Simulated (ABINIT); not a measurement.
# Excitons of TiO2 (Anatase) on ever denser meshes

How far does the k mesh set the exciton binding of TiO2 (Anatase)?

Method: PBE and many-body steps on it, plane waves, in ABINIT 10.8.3.

### Step 1. The starting structure

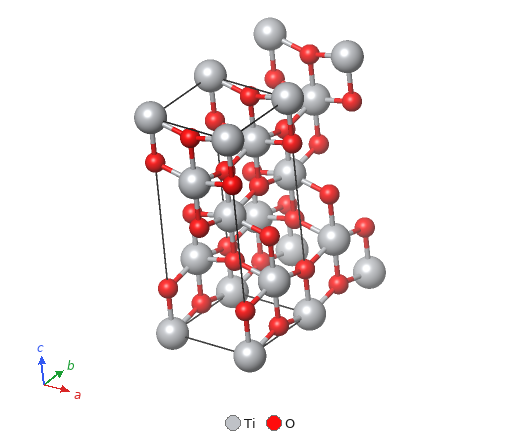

The starting structure, seen from a free direction (titanium light grey, oxygen red). 1×2×1 cells are drawn. This picture shows the conventional cell, with its axes. Some periodic images of atoms are drawn too.

The cell and positions come from the Crystallography Open Database and are kept as given unless a step says otherwise.

### Step 2. Empty states on the mesh, 4×4×4 mesh, 115 bands

This step: ABINIT 10.8.3; DFT, PBE, plane waves, norm-conserving pseudopotentials.

The sums over transitions need many empty states on a uniform mesh; this step solves for them.

run.abi reads:

```
acell 3*1.0 Angstrom
rprim 
  -1.892100000000 1.892100000000 4.757300000000
  1.892100000000 -1.892100000000 4.757300000000
  1.892100000000 1.892100000000 -4.757300000000
ntypat 2
znucl 22 8
natom 6
typat 1 1 2 2 2 2
xred 
  0.000000000000 0.000000000000 0.000000000000
  0.750000000000 0.250000000000 0.500000000000
  0.208100000000 0.208100000000 0.000000000000
  0.958100000000 0.458100000000 0.500000000000
  0.541900000000 0.041900000000 0.500000000000
  0.791900000000 0.791900000000 0.000000000000
pp_dirpath "pseudos"
pseudos "Ti.upf, O.upf"
ecut 38
ngkpt 4 4 4
nshiftk 1
shiftk 0 0 0
kptopt 1
chksymbreak 0
iscf -2
irdden 1
istwfk *1
nband 115
nbdbuf 10
tolwfr 1e-09
nstep 60
prtvol 0
indata_prefix "in"
outdata_prefix "out"
tmpdata_prefix "tmp"
```

Launch:

```bash
OMP_NUM_THREADS=1 mpirun -n 4 abinit run.abi > log
```

Numbers of over 12 decimals in the logs are rounded to 6 here.

Log:

```text
.Version 10.8.3 of ABINIT. v10.8.2 released Aug 2026.

 Symmetries : space group I4_1/a m d (#141); Bravais tI (body-center tetrag.)
[... echo of the input left out ...]
== DATASET  1 ==================================================================
-   mpi_nproc: 4, omp_nthreads: 1 (-1 if OMP is not activated)

--- !DatasetInfo
iteration_state: {dtset: 1, }
dimensions: {natom: 6, nkpt: 13, mband: 115, nsppol: 1, nspinor: 1, nspden: 1, mpw: 5174, }
cutoff_energies: {ecut:  38.0, pawecutdg:  -1.0, }
[...]
2.07360    2.07360    2.09849    2.09849    2.13804    2.20922    2.23934    2.25230
   2.25735    2.25735    2.26650    2.26650    2.28666    2.32165    2.32499    2.35569
   2.35580    2.36396    2.38874
 prteigrs : prtvol=0 or 1, do not print more k-points.

== END DATASET(S) ==============================================================
================================================================================

 -outvars: echo values of variables after computation  --------
            nband         115
             nkpt          13
          spgroup         141
 [... the other variables as echoed above ...]

 Calculation completed.
```

Wall time 90 s (4 MPI ranks of Arm Neoverse V1, shared host); peak memory 0.45 GiB; 6 min of CPU time.

Numbers from this step:

| Property | Result |
| --- | --- |
| gap | 2.189 eV |
| k of the valence top | 0.5, 0.5, 0 |
| k of the conduction bottom | 0, 0, 0 |
| least direct gap | 2.492 eV |
| k points computed | 13 |
| lowest point of the top converged band, above the valence top | 56.3774 eV |

On this mesh the gap is 2.189 eV.

The density comes from a self-consistent run that is not shown.

### Step 3. Screening, 4×4×4 mesh, 105 bands, screening to 130.6 eV

The RPA dielectric matrix is built and inverted for each q.

This step: RPA screening on PBE, plane waves, norm-conserving pseudopotentials.

run.abi: that of step 2 with these lines changed.

```diff
@@ -24,10 +24,11 @@
 chksymbreak 0
-iscf -2
-irdden 1
 istwfk *1
-nband 115
-nbdbuf 10
-tolwfr 1e-09
-nstep 60
-prtvol 0
+occopt 1
+irdwfk 1
+optdriver 3
+nband 105
+ecuteps 4.8
+inclvkb 2
+awtr 1
+symchi 1
 indata_prefix "in"
```

Log:

```text
.Version 10.8.3 of ABINIT. v10.8.2 released Aug 2026.

 Symmetries : space group I4_1/a m d (#141); Bravais tI (body-center tetrag.)
[... echo of the input left out ...]
== DATASET  1 ==================================================================
-   mpi_nproc: 4, omp_nthreads: 1 (-1 if OMP is not activated)

--- !DatasetInfo
iteration_state: {dtset: 1, }
dimensions: {natom: 6, nkpt: 13, mband: 105, nsppol: 1, nspinor: 1, nspden: 1, mpw: 5174, }
cutoff_energies: {ecut:  38.0, pawecutdg:  -1.0, }
[...]
--------------------------------------------------------------------------------
[... chi0 elements left out ...]
 For q-point:  0.000010 0.000020 0.000030
  dielectric constant =   6.6840
  dielectric constant without local fields =   7.0363

  Average fulfillment of the sum rule on Im[epsilon] for q-point    1 :     52.30  [%]
[... wings left out ...]
  q-point number  2        q = ( 0.250000, 0.000000, 0.000000) [r.l.u.]
--------------------------------------------------------------------------------
[... chi0 elements left out ...]
  Average fulfillment of the sum rule on Im[epsilon] for q-point    2 :     63.35  [%]

 [... 11 further q-points ...]
```

Wall time 23 min (4 MPI ranks); peak memory 14 GiB; 1.5 h of CPU time.

Numbers from this step:

| Quantity | Value |
| --- | --- |
| ε∞ with local fields, on this mesh, along the program's q direction | 6.684 |
| the same without local fields | 7.036 |
| plasma frequency | 31.17 eV |
| plane waves in the screening matrix | 213 |

Local fields lower ε∞ by 5 %.

### Step 4. Self-energy, 4×4×4 mesh, 105 bands, screening to 130.6 eV

The self-energy is evaluated for the states that the input lists, and the levels follow from it, in one-shot runs by the linearised quasiparticle equation.

This step: G0W0 on PBE, plane waves, norm-conserving pseudopotentials.

run.abi: that of step 3 with these lines changed.

```diff
@@ -27,8 +27,19 @@
 irdwfk 1
-optdriver 3
+optdriver 4
 nband 105
+gwcalctyp 0
+ecutsigx 38
+symsigma 1
+nkptgw 3
+kptgw 
+  0.5000000000 0.5000000000 0.0000000000
+  0.0000000000 0.0000000000 0.0000000000
+  -0.2500000000 -0.2500000000 0.2500000000
+bdgw 
+  23 26
+  23 26
+  23 26
 ecuteps 4.8
-inclvkb 2
-awtr 1
-symchi 1
+irdscr 1
+ppmodel 1
 indata_prefix "in"
```

Log:

```text
.Version 10.8.3 of ABINIT. v10.8.2 released Aug 2026.

 Symmetries : space group I4_1/a m d (#141); Bravais tI (body-center tetrag.)
[... echo of the input left out ...]
== DATASET  1 ==================================================================
-   mpi_nproc: 4, omp_nthreads: 1 (-1 if OMP is not activated)

--- !DatasetInfo
iteration_state: {dtset: 1, }
dimensions: {natom: 6, nkpt: 13, mband: 105, nsppol: 1, nspinor: 1, nspden: 1, mpw: 5174, }
cutoff_energies: {ecut:  38.0, pawecutdg:  -1.0, }
[...]
Band     E0 <VxcDFT>   SigX SigC(E0)      Z dSigC/dE  Sig(E)    E-E0       E
[...]
25   6.385 -19.488 -11.831  -5.407   0.785  -0.274 -17.722   1.766   8.151
       26   6.912 -20.310 -12.031  -5.830   0.778  -0.286 -18.406   1.904   8.816

== END DATASET(S) ==============================================================
================================================================================

 -outvars: echo values of variables after computation  --------
           etotal      0.0000000000E+00
            nband         105
             nkpt          13
          spgroup         141
 [... the other variables as echoed above ...]

 Calculation completed.
```

Elapsed: 47 s, on 4 MPI ranks; peak memory 9 GiB; 3.1 min of CPU time.

Numbers from this step:

* G0W0 gap on the points computed: 3.712 eV
* starting gap on the mesh: 2.189 eV
* k of the valence top: 0.5, 0.5, 0
* k of the conduction bottom: 0, 0, 0
* least direct G0W0 gap on the computed points: 4.052 eV

The gap on the mesh goes from 2.19 eV to 3.71 eV, a correction of +1.52 eV.

The gap opens by 1.523 eV; the next steps shift the empty bands rigidly by 1.560 eV, the correction at the start's least direct gap.

### Step 5. Model screening

Optical absorption needs the electron-hole interaction, solved here in a basis of vertical transitions on the mesh.

This step: Bethe-Salpeter equation on PBE with a scissors shift, plane waves, norm-conserving pseudopotentials.

run.abi: that of step 4 with these lines changed.

```diff
@@ -27,19 +27,18 @@
 irdwfk 1
-optdriver 4
-nband 105
-gwcalctyp 0
-ecutsigx 38
-symsigma 1
-nkptgw 3
-kptgw 
-  0.5000000000 0.5000000000 0.0000000000
-  0.0000000000 0.0000000000 0.0000000000
-  -0.2500000000 -0.2500000000 0.2500000000
-bdgw 
-  23 26
-  23 26
-  23 26
-ecuteps 4.8
-irdscr 1
-ppmodel 1
+optdriver 99
+bs_calctype 1
+mbpt_sciss 1.560 eV
+bs_loband 23
+nband 25
+bs_exchange_term 1
+bs_coulomb_term 21
+bs_coupling 0
+bs_algorithm 1
+bs_freq_mesh 0 7 0.05 eV
+zcut 0.1 eV
+ecuteps 3
+ecutwfn 19
+inclvkb 2
+mdf_epsinf 6.68
+irdden 1
 indata_prefix "in"
```

Log:

```text
.Version 10.8.3 of ABINIT. v10.8.2 released Aug 2026.

 Symmetries : space group I4_1/a m d (#141); Bravais tI (body-center tetrag.)
[... echo of the input left out ...]
== DATASET  1 ==================================================================
-   mpi_nproc: 4, omp_nthreads: 1 (-1 if OMP is not activated)

--- !DatasetInfo
iteration_state: {dtset: 1, }
dimensions: {natom: 6, nkpt: 13, mband: 25, nsppol: 1, nspinor: 1, nspden: 1, mpw: 1829, }
cutoff_energies: {ecut:  19.0, pawecutdg:  -1.0, }
electrons: {nelect:   4.80000000E+01, charge:   0.00000000E+00, occopt:   1.00000000E+00, tsmear:   1.00000000E-02, }

 Exciton: Calculation of dielectric properties by solving the Bethe-Salpeter equation
 in frequency domain and reciprocal space on a transitions basis set.
 Based on a program developed by L. Reining, V. Olevano, F. Sottile,
 S. Albrecht, and G. Onida. Incorporated in ABINIT by M. Giantomassi.

.Using double precision arithmetic ; gwpc =  8

[... cell and pseudopotentials left out ...]
--------------------------------------------------------------------------------

 ==== K-mesh for the wavefunctions ====
 Number of points in the irreducible wedge :    13
[... list of points left out ...]
 Together with 16 symmetry operations and time-reversal symmetry
 yields    64 points in the full Brillouin Zone.

 ==== Q-mesh for the screening function ====
 Number of points in the irreducible wedge :    13
[... list of points left out ...]
 Together with 16 symmetry operations and time-reversal symmetry
 yields    64 points in the full Brillouin Zone.

 vcoul_init : cutoff-mode = AUXILIARY_FUNCTION
 q-points for optical limit:   1
     1)      0.000010    0.000020    0.000030
 setmesh: FFT mesh size selected  =    72x   72x   72
          total number of points  =       373248

 ==== Fundamental parameters for the solution of the Bethe-Salpeter equation: ====
 Algorithm: Direct diagonalization.
 Dimension of the v, W matrices,  npweps  = 111
 Cutoff for the wavefunctions,    npwwfn  = 1805
 Number of k-points in the IBZ,   nkibz   = 13
 Highest empty band included,     nband   = 25
 === Spin UP ===
 Number of resonant transitions          128
 Lowest occupied state                   23
 Highest occupied state                  24
 Lowest unoccupied state                 25
 Highest unoccupied state                25
 Minimum frequency [eV]           Emin    =   0.00
 Maximum frequency [eV]           Emax    =   7.00
 Frequency step [eV]              dE      =   0.05
 Lorentzian broadening [eV]       eta     =   0.10
 RPA L0 with KS energies and KS wavefunctions
 Scissors operator energy [eV] =          1.56
 Local fields effects (v term) included
 Excitonic effects (W term) included
 Full W_GG' included
 W is approximated with the model dielectric function
 Resonant-only calculation (Hermitian case)

 Calculating epsilon_Macro(q-->0,w), along the following directions:
 q = (  1.057558  0.000000  0.000000) [r.l.u.]
 q = (  0.000000  1.057558  0.000000) [r.l.u.]
 q = (  0.000000  0.000000  0.804782) [r.l.u.]
 q = ( -0.569067  0.569067  0.569067) [r.l.u.]
 q = (  0.569067 -0.569067  0.569067) [r.l.u.]
 q = (  1.430802  1.430802 -1.430802) [r.l.u.]
 Number of electrons calculated from density =   47.9593; Expected =   48.0000
 average of density, n =  0.104320
 r_s =    1.3178
 omega_plasma =   31.1558 [eV]

. Writing resonant excitonic Hamiltonian on file out_BSR; file size=   0.00 [Gb].
 Direct diagonalization of the resonant excitonic Hamiltonian, Matrix size= 128
. Using LAPACK sequential version.
 Excitonic eigenvalues in eV up to n=   32
   3.66360   3.67748   3.69605   3.71160   3.85832   3.86159   3.87349   3.87589
   4.43355   4.44417   4.44963   4.45166   4.48140   4.48276   4.48406   4.48529
   4.51544   4.51725   4.51872   4.53225   4.63539   4.64241   4.64339   4.64520
   4.66915   4.67137   4.67367   4.67605   4.67785   4.68459   4.68611   4.68704

 First excitonic eigenvalue=    3.66 [eV]
 Last  excitonic eigenvalue=    5.53 [eV]

 GW  direct gap       4.05  0.00 [eV]
 EXC direct gap       3.66  0.00 [eV]
 EXC binding energy   0.39  0.00 [eV]

 Excitonic eigenvalues up to the GW energy gap [eV]
  1 (  3.66  0.00)
  2 (  3.68  0.00)
  3 (  3.70  0.00)
  4 (  3.71  0.00)
  5 (  3.86  0.00)
  6 (  3.86  0.00)
  7 (  3.87  0.00)
  8 (  3.88  0.00)

 Macroscopic dielectric function:
 omega [eV] <KS_RPA_nlf>  <GW_RPA_nlf>  <BSE>
   0.0000   1.8208   0.0000   1.5414   0.0000   1.5934   0.0000
   0.0500   1.8210   0.0009   1.5415   0.0003   1.5935   0.0003
   0.1000   1.8217   0.0019   1.5417   0.0005   1.5937   0.0007
   0.1500   1.8229   0.0028   1.5420   0.0008   1.5942   0.0010
   0.2000   1.8246   0.0038   1.5425   0.0010   1.5948   0.0014
   0.2500   1.8267   0.0048   1.5430   0.0013   1.5955   0.0017
   0.3000   1.8293   0.0058   1.5438   0.0016   1.5965   0.0021
   0.3500   1.8325   0.0068   1.5446   0.0018   1.5976   0.0024
   0.4000   1.8361   0.0079   1.5456   0.0021   1.5989   0.0028
   0.4500   1.8403   0.0090   1.5467   0.0024   1.6004   0.0032

 Writing KS-RPA macroscopic dielectric function without local fields to file: out_RPA_NLF_MDF
 Writing GW-RPA macroscopic dielectric function without local fields to file: out_GW_NLF_MDF
 Writing EXC Macroscopic dielectric function to file: out_EXC_MDF

== END DATASET(S) ==============================================================
================================================================================

 -outvars: echo values of variables after computation  --------
           etotal      0.0000000000E+00
            nband          25
             nkpt          13
          spgroup         141
 [... the other variables as echoed above ...]

 Calculation completed.
```

It took 21 s on 4 MPI ranks; peak memory 1.8 GiB.

This step gave:

| Quantity | Value |
| --- | --- |
| direct gap of the transition levels | 4.052 eV |
| transitions in the window | 128 |
| first strong exciton (over a fiftieth of the strongest listed) | 3.664 eV |
| lowest state | 3.664 eV |
| binding of the lowest state below the direct gap | 0.3884 eV |
| Coulomb term of one mesh cell | 0.3745 eV |

The binding is 1.0 times the screened Coulomb term of one mesh cell (0.37 eV), so it is not shown settled.

The lowest state lies at 3.664 eV, 0.388 eV under the direct gap.

Lines within 3 meV are set at the lowest of them, and the highest group, which the list may cut short, is left out; lines within 3 meV are set at the lowest of them, and the highest group, which the list may cut short, is left out. Lines of the exciton spectrum (strongest = 100):

| position (eV) | lines merged | oscillator strength, relative |
| --- | --- | --- |
| 3.664 | 1 | 100 |
| 3.678 | 1 | 78 |
| 3.696 | 1 | 4.8 |
| 3.712 | 1 | 0.5 |
| 3.858 | 1 | 4.0 |
| 3.862 | 1 | 10 |
| 3.873 | 2 | 15 |
| 4.434 | 1 | 38 |
| 4.444 | 1 | 21 |

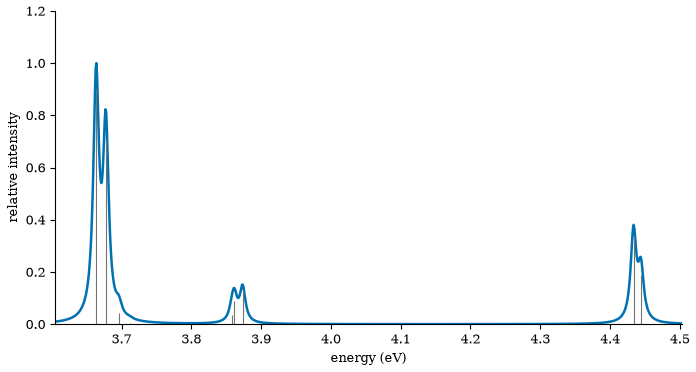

The exciton spectrum, broadened with Lorentzians of width 0.0098 eV; bars mark the lines.

The ε₂ has structure finer than the step of the table below, so its rows give means over 0.5 eV, whole bins alone (the curve runs from 0 to 6.95 eV). Peaks (eV: height): BSE 3.65: 3.77, 4.70: 3.98; no electron-hole interaction 4.15: 3.17, 5.05: 4.47; Kohn-Sham, no shift 2.60: 3.17, 3.45: 4.39.

Mean over the three Cartesian directions of q; broadening 0.1 eV; transition window only. Limits: finite bands, cutoff and mesh; exciton not shown settled in the k mesh. Table of ε₂ by photon energy; means over each step:

| photon energy (eV) | BSE | no electron-hole interaction | Kohn-Sham, no shift |
| --- | --- | --- | --- |
| 0.5 | 0.00351 | 0.00262 | 0.00983 |
| 1.0 | 0.00769 | 0.00567 | 0.0243 |
| 1.5 | 0.0137 | 0.00972 | 0.0562 |
| 2.0 | 0.0240 | 0.0160 | 0.208 |
| 2.5 | 0.0470 | 0.0274 | 2.05 |
| 3.0 | 0.131 | 0.0544 | 1.05 |
| 3.5 | 1.63 | 0.169 | 3.21 |
| 4.0 | 1.07 | 1.91 | 0.881 |
| 4.5 | 2.67 | 0.985 | 0.313 |
| 5.0 | 1.78 | 3.18 | 0.0569 |
| 5.5 | 0.418 | 1.12 | 0.0284 |
| 6.0 | 0.0879 | 0.366 | 0.0173 |
| 6.5 | 0.0360 | 0.0647 | 0.0117 |

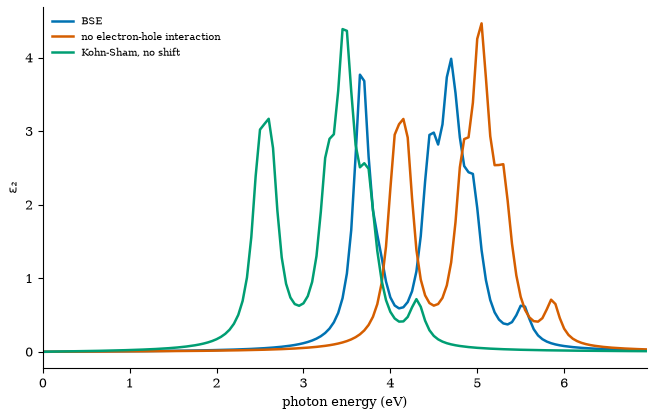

ε₂, plotted against photon energy.

### Step 6. Empty states on the mesh, 6×6×6 mesh, 36 bands

This step: DFT, PBE, plane waves, norm-conserving pseudopotentials.

run.abi: that of step 5 with these lines changed.

```diff
@@ -19,3 +19,3 @@
 ecut 38
-ngkpt 4 4 4
+ngkpt 6 6 6
 nshiftk 1
@@ -24,21 +24,10 @@
 chksymbreak 0
+iscf -2
+irdden 1
 istwfk *1
-occopt 1
-irdwfk 1
-optdriver 99
-bs_calctype 1
-mbpt_sciss 1.560 eV
-bs_loband 23
-nband 25
-bs_exchange_term 1
-bs_coulomb_term 21
-bs_coupling 0
-bs_algorithm 1
-bs_freq_mesh 0 7 0.05 eV
-zcut 0.1 eV
-ecuteps 3
-ecutwfn 19
-inclvkb 2
-mdf_epsinf 6.68
-irdden 1
+nband 36
+nbdbuf 4
+tolwfr 1e-09
+nstep 60
+prtvol 0
 indata_prefix "in"
```

Log:

```text
.Version 10.8.3 of ABINIT. v10.8.2 released Aug 2026.

 Symmetries : space group I4_1/a m d (#141); Bravais tI (body-center tetrag.)
[... echo of the input left out ...]
== DATASET  1 ==================================================================
-   mpi_nproc: 4, omp_nthreads: 1 (-1 if OMP is not activated)

--- !DatasetInfo
iteration_state: {dtset: 1, }
dimensions: {natom: 6, nkpt: 30, mband: 36, nsppol: 1, nspinor: 1, nspden: 1, mpw: 5158, }
cutoff_energies: {ecut:  38.0, pawecutdg:  -1.0, }
[...]
0.07584    0.07584    0.07756    0.12347    0.12360    0.12360    0.13465    0.13465
   0.23084    0.25826    0.29978    0.29978    0.30087    0.30087    0.33922    0.34945
   0.35017    0.38636    0.43142    0.59890
 prteigrs : prtvol=0 or 1, do not print more k-points.

== END DATASET(S) ==============================================================
================================================================================

 -outvars: echo values of variables after computation  --------
            nband          36
             nkpt          30
          spgroup         141
 [... the other variables as echoed above ...]

 Calculation completed.
```

Wall time 52 s (4 MPI ranks); peak memory 0.38 GiB.

This step gave:

| Property | Result |
| --- | --- |
| gap | 2.189 eV |
| k of the valence top | 0.5, 0.5, 0 |
| k of the conduction bottom | 0, 0, 0 |
| least direct gap | 2.504 eV |
| k points computed | 30 |
| lowest point of the top converged band, above the valence top | 5.060 eV |

On this mesh the gap is 2.189 eV.

(Part 1 of 2 ends here.)

[Paths, hosts, dates, memory and timing lines, banners, echoed tables and standing remarks are left out of the program output.]

[Logs are printed without paths, hosts, clocks, repeated set-up lines and the standing remarks that a program may print on its own settings, such as how far it seeks lower states.]

[Runs of the session that timed out or met a known fault of the program may be left out.]

[Hosts, paths, dates, database ids (printed as entryN), source tags and the programs' standing remarks are cut or masked in the printed files.]

[G0W0 gaps are taken among the corrected bands and points alone; a level outside them can change the order at an edge.]

[Where Ansatz stands beside ABINIT at settings called matched, ABINIT's density can come from a denser mesh and the files from another edition; pairs whose starting gaps differed by over 0.03 eV were left out, so agreement reads better than it is.]
